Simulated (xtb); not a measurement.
**Frequency calculation, with input and output: CH2BrI**

- system: CH2BrI, SMILES BrCI
- method: GFN2-xTB (xtb 6.7.1 later snapshot)

The geometry was optimised with GFN2-xTB.

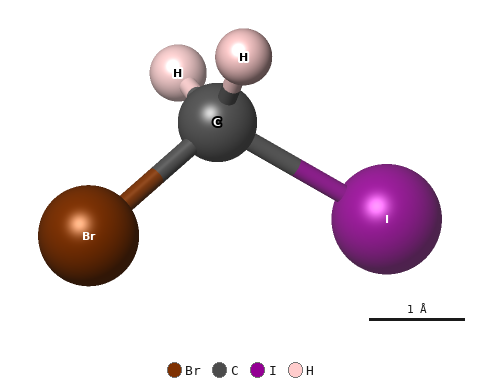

Figure 1. The structure as given in the input (ball-and-stick view, seen at a tilt). Bond lengths as drawn: Br–C 1.93 Å, C–H 1.09 Å and C–I 2.15 Å.

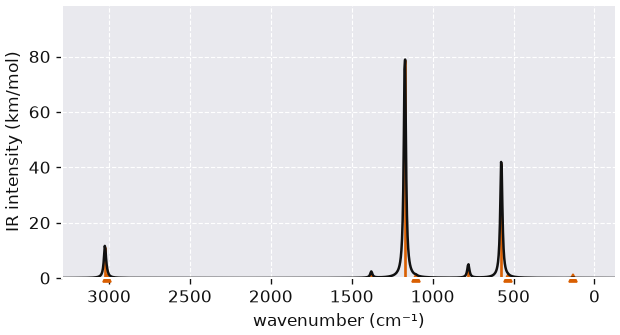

Figure 2. Harmonic infrared spectrum, unscaled: sticks (degenerate modes added up, dark ones marked on the axis) with a Lorentzian envelope of 16 cm⁻¹ full width, scaled to the tallest stick. 9 modes from 133 to 3025 cm⁻¹, none imaginary. The strongest line is at 1171 cm⁻¹ (79 km/mol). All modes, in cm⁻¹ (km/mol): 133 (0.1), 534 (0.1), 575 (42), 779 (4.8), 1103 (0.2), 1171 (79), 1379 (2.2), 3012 (0.6), 3025 (11.2).

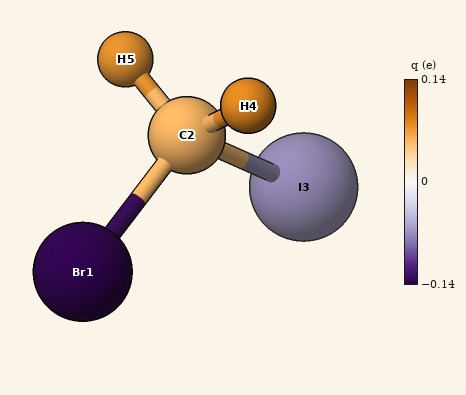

Figure 3. Mulliken charges, as the colour of each atom (ball-and-stick view, seen at a tilt; atoms are numbered from 1 in the order of the input). By element: Br −0.14, C +0.06, I −0.08 and H +0.08 e.

The input that produced these results follows, with the program's output.

**The input (mol.xyz)**
```
5

Br    -1.81174    -0.09742     0.36687
C      0.03075     0.08571    -0.18891
I      1.42733    -0.79100     1.19075
H      0.25687     1.14474    -0.26512
H      0.14659    -0.41563    -1.14480
```

**File xtb.inp**
```
$chrg 0
$spin 0
$end
```

Run as:
```bash
xtb --ptb --raman --hess -I xtb.inp -- mol.xyz | tee out.txt
```

**Output**
```
* xtb version 6.7.1
   ID    Z sym.   atoms
    1   35 Br     1
    2    6 C      2
    3   53 I      3
    4    1 H      4, 5

           -------------------------------------------------
          |                Calculation Setup                |
           -------------------------------------------------

          program call               : xtb --ptb --raman --hess -I xtb.inp -- mol.xyz
          coordinate file            : mol.xyz
          omp threads                :                     1

           -------------------------------------------------
          |                 G F N 2 - x T B                 |
           -------------------------------------------------

      * Hamiltonian:
        H0-scaling (s, p, d)           1.850000    2.230000    2.230000
        zeta-weighting                 0.500000
      * Dispersion:
        s8                             2.700000
        a1                             0.520000
        a2                             5.000000
        s9                             5.000000
      * Repulsion:
        kExp                           1.500000    1.000000
        rExp                           1.000000
      * Coulomb:
        alpha                          2.000000
        third order                    shell-resolved
        anisotropic                    true
        a3                             3.000000
        a5                             4.000000
        cn-shift                       1.200000
        cn-exp                         4.000000
        max-rad                        5.000000

          ...................................................
          :                      SETUP                      :
          :.................................................:
          :  # basis functions                  26          :
          :  # atomic orbitals                  24          :
          :  # shells                           10          :
          :  # electrons                        20          :
          :  max. iterations                   250          :
          :  Hamiltonian                  GFN2-xTB          :
          :  restarted?                      false          :
          :  GBSA solvation                  false          :
          :  PC potential                    false          :
          :  electronic temp.          300.0000000     K    :
          :  accuracy                    1.0000000          :
          :  -> integral cutoff          0.2500000E+02      :
          :  -> integral neglect         0.1000000E-07      :
          :  -> SCF convergence          0.1000000E-05 Eh   :
          :  -> wf. convergence          0.1000000E-03 e    :
          :  Broyden damping             0.4000000          :
          :  net charge                          0          :
          :  unpaired electrons                  0          :
          ...................................................

 iter      E             dE          RMSdq      gap      omega  full diag
   1    -11.0414552 -0.110415E+02  0.969E+00    4.84       0.0  T
   2    -11.0661719 -0.247167E-01  0.877E+00    4.08       1.0  T
   3    -11.0785810 -0.124091E-01  0.274E+00    4.34       1.0  T
   4    -11.0834595 -0.487853E-02  0.109E+00    4.12       1.0  T
   5    -11.0838218 -0.362294E-03  0.392E-01    4.11       1.0  T
   6    -11.0838741 -0.522935E-04  0.187E-01    4.09       1.0  T
   7    -11.0838964 -0.222799E-04  0.760E-02    4.10       1.0  T
   8    -11.0838987 -0.227036E-05  0.553E-02    4.10       1.0  T
   9    -11.0839025 -0.386125E-05  0.252E-02    4.10       1.8  T
  10    -11.0839031 -0.549307E-06  0.751E-03    4.10       6.0  T
  11    -11.0839031 -0.406100E-07  0.447E-03    4.10      10.0  T
  12    -11.0839031 -0.978700E-08  0.203E-03    4.10      22.0  T
  13    -11.0839031 -0.387025E-08  0.625E-04    4.10      71.6  T
  14    -11.0839031 -0.168619E-09  0.337E-04    4.10     132.7  T

   *** convergence criteria satisfied after 14 iterations ***

         #    Occupation            Energy/Eh            Energy/eV
      -------------------------------------------------------------
         1        2.0000           -0.8612378             -23.4355
       ...           ...                  ...                  ...
         4        2.0000           -0.5616377             -15.2829
         5        2.0000           -0.5366106             -14.6019
         6        2.0000           -0.5271219             -14.3437
         7        2.0000           -0.4381282             -11.9221
         8        2.0000           -0.4367434             -11.8844
         9        2.0000           -0.4299811             -11.7004
        10        2.0000           -0.4288471             -11.6695 (HOMO)
        11                         -0.2781361              -7.5685 (LUMO)
        12                         -0.2295226              -6.2456
        13                         -0.0133464              -0.3632
        14                         -0.0096235              -0.2619
        15                         -0.0031493              -0.0857
       ...                                ...                  ...
        24                          0.4270767              11.6213
      -------------------------------------------------------------
                  HL-Gap            0.1507110 Eh            4.1011 eV
             Fermi-level           -0.3534916 Eh           -9.6190 eV

 SCC (total)                   0 d,  0 h,  0 min,  0.005 sec
 SCC setup                      ...        0 min,  0.000 sec (  1.675%)
 Dispersion                     ...        0 min,  0.000 sec (  0.571%)
 classical contributions        ...        0 min,  0.000 sec (  0.114%)
 integral evaluation            ...        0 min,  0.001 sec ( 13.191%)
 iterations                     ...        0 min,  0.003 sec ( 62.624%)
 molecular gradient             ...        0 min,  0.001 sec ( 20.096%)
 printout                       ...        0 min,  0.000 sec (  1.432%)

         :::::::::::::::::::::::::::::::::::::::::::::::::::::
         ::                     SUMMARY                     ::
         :::::::::::::::::::::::::::::::::::::::::::::::::::::
         :: total energy             -11.037403889970 Eh    ::
         :: gradient norm              0.000073729772 Eh/a0 ::
         :: HOMO-LUMO gap              4.101054211842 eV    ::
         ::.................................................::
         :: SCC energy               -11.083902914004 Eh    ::
         :: -> isotropic ES            0.005909835931 Eh    ::
         :: -> anisotropic ES          0.003206101302 Eh    ::
         :: -> anisotropic XC          0.000279928316 Eh    ::
         :: -> dispersion             -0.003156706323 Eh    ::
         :: repulsion energy           0.046499024035 Eh    ::
         :: add. restraining           0.000000000000 Eh    ::
         :: total charge              -0.000000000000 e     ::
         :::::::::::::::::::::::::::::::::::::::::::::::::::::

           -------------------------------------------------
          |                Numerical Hessian                |
           -------------------------------------------------
step length          :   0.00500
SCC accuracy         :   0.30000
Hessian scale factor :   1.00000
frozen atoms in %    :   0.00000    0
RMS gradient         :   0.00007
estimated CPU  time      0.00 min
Hessian matrix computed using GFN2-xTB.

           -------------------------------------------------
          |                      P T B                      |
           -------------------------------------------------

                              @@@ @

Calculating vibrational intensities using PTB ...
estimated CPU  time      0.01 min
... done.

writing file <hessian>, containing the non-mass-weighted Hessian matrix in atomic units (Eₕ/Bohr²).

 projected vibrational frequencies (cm⁻¹)
eigval :       -0.00    -0.00    -0.00    -0.00     0.00     0.00
eigval :      132.74   533.61   575.38   779.22  1102.73  1171.40
eigval :     1378.79  3012.45  3024.65
           -------------------------------------------------
          |                Property Printout                |
           -------------------------------------------------

    * Orbital Energies and Occupations

         #    Occupation            Energy/Eh            Energy/eV
      -------------------------------------------------------------
         1        2.0000           -0.8612375             -23.4355
         2        2.0000           -0.7648365             -20.8123
         3        2.0000           -0.6454481             -17.5635
         4        2.0000           -0.5616370             -15.2829
         5        2.0000           -0.5366101             -14.6019
         6        2.0000           -0.5271216             -14.3437
         7        2.0000           -0.4381283             -11.9221
         8        2.0000           -0.4367435             -11.8844
         9        2.0000           -0.4299813             -11.7004
        10        2.0000           -0.4288472             -11.6695 (HOMO)
        11                         -0.2781360              -7.5685 (LUMO)
        12                         -0.2295223              -6.2456
        13                         -0.0133468              -0.3632
        14                         -0.0096243              -0.2619
        15                         -0.0031496              -0.0857
        16                          0.0128029               0.3484
        17                          0.0157163               0.4277
        18                          0.0248029               0.6749
        19                          0.0381292               1.0375
        20                          0.0483301               1.3151
        21                          0.1249068               3.3989
       ...                                ...                  ...
        24                          0.4270769              11.6214
      -------------------------------------------------------------
                  HL-Gap            0.1507112 Eh            4.1011 eV
             Fermi-level           -0.3534916 Eh           -9.6190 eV

     #   Z          covCN         q      C6AA      α(0)
     1  35          1.230    -0.136   188.804    22.155
     2   6          3.721     0.057    19.726     6.343
     3  53          1.281    -0.079   377.805    33.554
     4   1          0.933     0.079     1.988     2.205
Molecule has the following symmetry elements: (sigma)
It seems to be the Cs point group
     5   1          0.933     0.079     1.988     2.205

 Mol. C6AA /au·bohr⁶  :       1630.382603
 Mol. C8AA /au·bohr⁸  :     108136.773651
 Mol. α(0) /au        :         66.460863

Wiberg/Mayer (AO) data.
largest (>0.10) Wiberg bond orders for each atom

 ---------------------------------------------------------------------------
     #   Z sym  total        # sym  WBO       # sym  WBO       # sym  WBO
 ---------------------------------------------------------------------------
     1  35      1.082 --     2      1.013
     2   6      3.953 --     1      1.013     3      0.981     5      0.980
                             4      0.980
     3  53      1.041 --     2      0.981
     4   1      0.994 --     2      0.980
     5   1      0.994 --     2      0.980
 ---------------------------------------------------------------------------

Topologies differ in total number of bonds
Writing topology from bond orders to xtbtopo.mol

molecular dipole:
                 x           y           z       tot (Debye)
 q only:        0.314       0.262      -0.504
   full:        0.301       0.585      -1.076       3.206
molecular quadrupole (traceless):
                xx          xy          yy          xz          yz          zz
 q only:       -2.228       0.452       1.345      -0.342       0.495       0.883
  q+dip:       -8.391       2.735       5.625      -2.886       2.932       2.766
   full:       -6.793       2.068       4.349      -2.134       2.025       2.444

           -------------------------------------------------
          |               Frequency Printout                |
           -------------------------------------------------
 projected vibrational frequencies (cm⁻¹)
eigval :       -0.00    -0.00    -0.00    -0.00     0.00     0.00
eigval :      132.74   533.61   575.38   779.22  1102.73  1171.40
eigval :     1378.79  3012.45  3024.65
 reduced masses (amu)
    1:      5.30    2:      4.49    3:     73.82    4:     33.47    5:     56.17    6:     71.42
    7:     43.54    8:      6.20    9:      6.98   10:      1.30   11:      1.01   12:      1.11
   13:      1.08   14:      1.05   15:      1.11
 IR intensities (km·mol⁻¹)
    1:      0.86    2:      1.39    3:      0.01    4:      0.03    5:      0.06    6:      0.03
    7:      0.13    8:      0.08    9:     41.57   10:      4.76   11:      0.24   12:     78.91
   13:      2.18   14:      0.58   15:     11.21
 Raman intensities (Ä⁴*amu⁻¹)
    1:      0.65    2:      1.04    3:      0.19    4:      0.32    5:      0.52    6:      0.17
    7:      3.69    8:     27.38    9:     14.09   10:      0.43   11:      2.98   12:      7.40
   13:     14.23   14:     70.05   15:     44.00
 output can be read by thermo (or use thermo option).
 writing <g98.out> molden fake output.
 recommended (thermochemical) frequency scaling factor: 1.0
           -------------------------------------------------
          |             Thermodynamic Functions             |
           -------------------------------------------------

cs  symmetry found (for desy threshold:  0.10E+00) used in thermo

          ...................................................
          :                      SETUP                      :
          :.................................................:
          :  # frequencies                           9      :
          :  # imaginary freq.                       0      :
          :  linear?                             false      :
          :  only rotor calc.                    false      :
          :  symmetry                               cs      :
          :  rotational number                       1      :
          :  scaling factor                  1.0000000      :
          :  rotor cutoff                   50.0000000 cm⁻¹ :
          :  imag. cutoff                  -20.0000000 cm⁻¹ :
          :.................................................:

    mode    ω/cm⁻¹     T·S(HO)/kcal·mol⁻¹    T·S(FR)/kcal·mol⁻¹   T·S(vib)
   ------------------------------------------------------------------------
       1    132.74    -0.86640 ( 98.03%)    -0.76721 (  1.97%)    -0.86444
   ------------------------------------------------------------------------

   temp. (K)  partition function   enthalpy   heat capacity  entropy
                                   cal/mol     cal/K/mol   cal/K/mol   J/K/mol
 298.15  VIB   2.52                  743.266      5.464      4.325
         ROT  0.206E+06              888.727      2.981     27.297
         INT  0.520E+06             1631.993      8.445     31.622
         TR   0.100E+27             1481.212      4.968     42.080
         TOT                        3113.2056    13.4130    73.7020   308.3691

       T/K    H(0)-H(T)+PV         H(T)/Eh          T*S/Eh         G(T)/Eh
   ------------------------------------------------------------------------
    298.15    0.496121E-02    0.316408E-01    0.350182E-01   -0.337741E-02
   ------------------------------------------------------------------------

         :::::::::::::::::::::::::::::::::::::::::::::::::::::
         ::                  THERMODYNAMIC                  ::
         :::::::::::::::::::::::::::::::::::::::::::::::::::::
         :: total free energy         -11.040781298331 Eh   ::
         ::.................................................::
         :: total energy              -11.037403890005 Eh   ::
         :: zero point energy           0.026679569819 Eh   ::
         :: G(RRHO) w/o ZPVE           -0.030056978144 Eh   ::
         :: G(RRHO) contrib.           -0.003377408325 Eh   ::
         :::::::::::::::::::::::::::::::::::::::::::::::::::::

           -------------------------------------------------
          | TOTAL ENERGY              -11.037403890005 Eh   |
          | TOTAL ENTHALPY            -11.005763111234 Eh   |
          | TOTAL FREE ENERGY         -11.040781298331 Eh   |
          | GRADIENT NORM               0.000073468391 Eh/α |
          | HOMO-LUMO GAP               4.101059659082 eV   |
           -------------------------------------------------

------------------------------------------------------------------------
------------------------------------------------------------------------
 total:
 *  cpu-time:     0 d,  0 h,  0 min,  0.574 sec
 * ratio c/w:     0.999 speedup
 SCF:
 *  cpu-time:     0 d,  0 h,  0 min,  0.005 sec
 * ratio c/w:     0.994 speedup
 analytical hessian:
 *  cpu-time:     0 d,  0 h,  0 min,  0.558 sec
 * ratio c/w:     0.999 speedup
```

**File vibspectrum**
```
$vibrational spectrum
#  mode     symmetry     wave number   IR intensity   Raman activity   Raman scatt. cross-section   selection rules
#                           (cm⁻¹)      (km*mol⁻¹)      (Å⁴*amu⁻¹)             (Å²*sr⁻¹)              IR     RAMAN
     1                      -0.00         0.00000         0.00000             0.00000E+00              -       -
     2                      -0.00         0.00000         0.00000             0.00000E+00              -       -
     3                      -0.00         0.00000         0.00000             0.00000E+00              -       -
     4                      -0.00         0.00000         0.00000             0.00000E+00              -       -
     5                       0.00         0.00000         0.00000             0.00000E+00              -       -
     6                       0.00         0.00000         0.00000             0.00000E+00              -       -
     7        a            132.74         0.12638         3.69242             0.47661E-13             YES     YES
     8        a            533.61         0.07951        27.38392             0.41395E-13             YES     YES
     9        a            575.38        41.57172        14.09215             0.19292E-13             YES     YES
    10        a            779.22         4.76363         0.42511             0.39503E-15             YES     YES
    11        a           1102.73         0.23626         2.98220             0.17921E-14             YES     YES
    12        a           1171.40        78.90933         7.40404             0.41204E-14             YES     YES
    13        a           1378.79         2.17708        14.23472             0.64154E-14             YES     YES
    14        a           3012.45         0.58209        70.05190             0.98757E-14             YES     YES
    15        a           3024.65        11.20906        43.99760             0.61592E-14             YES     YES
$end
```

**Standard error**
```
normal termination of xtb
```

**Key numbers**

| quantity | value |
| --- | --- |
| outcome | converged |
| electrons treated | 20 |
| total energy | −11.037404 hartree |
| dispersion energy | −0.003157 hartree |
| basis functions | 26 |
| HOMO | −11.67 eV |
| LUMO | −7.57 eV |
| zero-point energy | 0.026680 hartree |
| dipole moment | 3.21 D |
| wavenumbers, lowest and highest | 133 and 3025 cm⁻¹ |
| hardware | 1 thread of Arm Neoverse N1, 24 GiB of memory available, shared host |
| wall time | 0.59 s |
| peak memory | 0.077 GiB |
